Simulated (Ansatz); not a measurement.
## Ge (diamond structure), cut as [110] wire, round, centred on atom, 1.73 nm across, core Ge to 0.8 of the radius, shell Si

Level of theory: PBE (plane waves to 420 eV, PAW; Ansatz, a first-principles code).

k-points: Γ-centred 1×1×7 mesh; occupations: Fermi-Dirac, 0.020 eV; spin polarisation not allowed. Scalar-relativistic, no spin-orbit coupling.

 The relaxation kept the symmetry of its start, so a lower minimum of less symmetry isn't excluded.

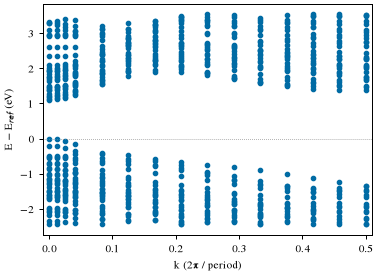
Figure: Levels along the axis at 15 k-points, drawn as points, zero at the top of the valence band

Electronic character: not metallic; Kohn-Sham band gap: 1.11 eV. Only levels within the plotted window are shown.
